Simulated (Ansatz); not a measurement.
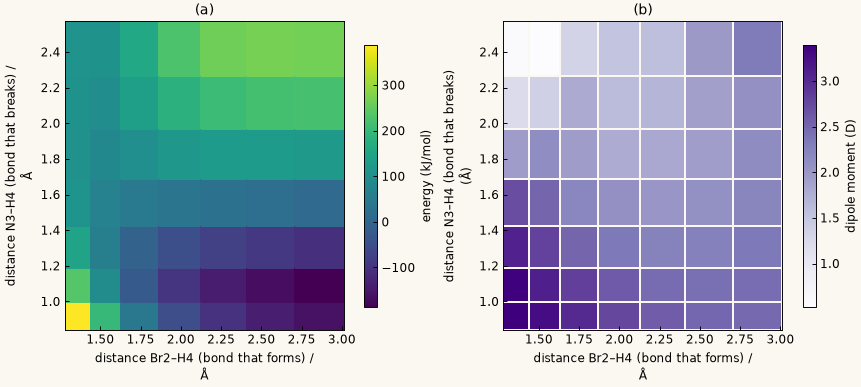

The reacting system BrClH2InN. First axis: distance Br2–H4 (bond that forms). Second axis: distance N3–H4 (bond that breaks). Relaxed at each point: all other coordinates. The grid has 7 × 7 points. Points are written as (first, second). Energies: kJ/mol, counted from a guessed transition structure relaxed with its forming and breaking bonds held. The reference is spin-restricted, so regions where a bond is pulled apart into radicals lie too high. Computed with RKS B3LYP-D4/def2-SVP (Ansatz).

Panel (a) is the energy; panel (b) is the computed dipole moment, in D.

Drawn: one coloured cell a grid point.

Question: How does the dipole moment vary over the map, and what is it at the lowest grid point?

Answer: Leaving out the highest fifth of the energies, it runs from 0.52 D at (1.519 Å, 2.418 Å) to 3.11 D at (1.519 Å, 1.078 Å). At the lowest grid point, (2.859 Å, 1.078 Å), it is 2.45 D. That point lies on the edge of the scan.
